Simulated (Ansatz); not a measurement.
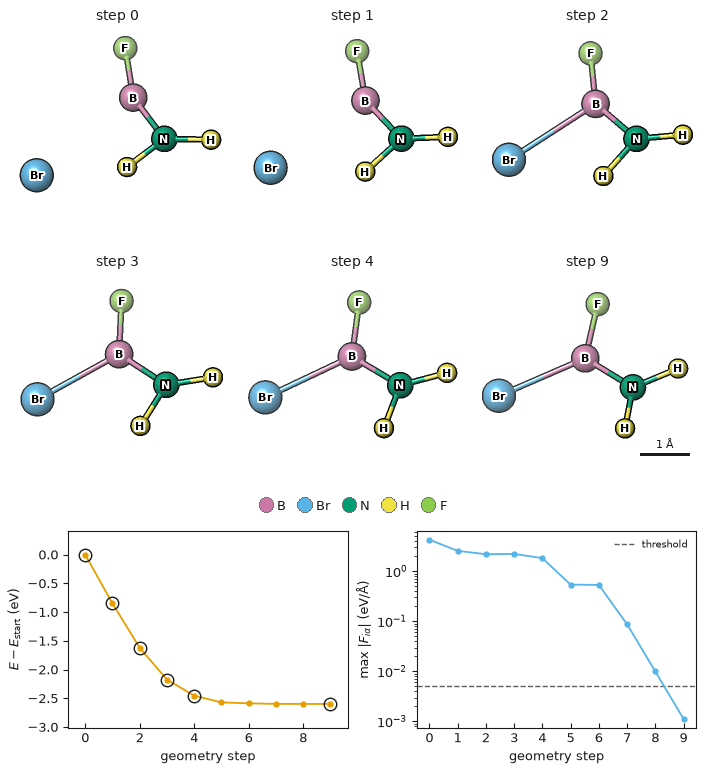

Frames of a relaxation of BNH₂BrF (started from a transition state, displaced along its imaginary mode), marked on the history of the run. The picture is a ball-and-stick view, seen at a tilt.

Method: Ansatz 0.2.0, RKS PBE0-D4/def2-TZVP. Set-up: force threshold 0.005 eV/Å; at most 200 steps.

> What happens along the run?

The energy falls by 2.598 eV in 9 geometry steps. Largest force component: 4.3 eV/Å at the start, 0.0011 eV/Å at the end. An H atom moves most after the best rigid fit: 0.79 Å. By element the largest moves are H 0.79 Å, Br 0.69 Å, B 0.48 Å, F 0.27 Å, N 0.07 Å. Near-neighbour distances that change, for instance: Br–H 1.946 → 3.033 Å, B–Br 2.563 → 1.931 Å, Br–N 2.758 → 2.898 Å, B–F 1.282 → 1.326 Å. New bonds form: B–Br (2.56 → 1.93 Å). Bond angles that change, for instance: N–B–F 157.9° → 121.0°, B–N–H 94.3° → 122.8°, H–N–H 133.1° → 115.3°. The run took 19 s on 4 threads of Arm Neoverse V1, on a shared host. From step 0 to 1: the Br atom moves most (0.20 Å), energy −0.849 eV. From step 1 to 2: the Br atom moves most (0.20 Å), energy −0.773 eV. From step 2 to 3: an H atom moves most (0.19 Å), energy −0.553 eV. From step 3 to 4: an H atom moves most (0.19 Å), energy −0.279 eV. From step 4 to 9: an H atom moves most (0.14 Å), energy −0.144 eV.
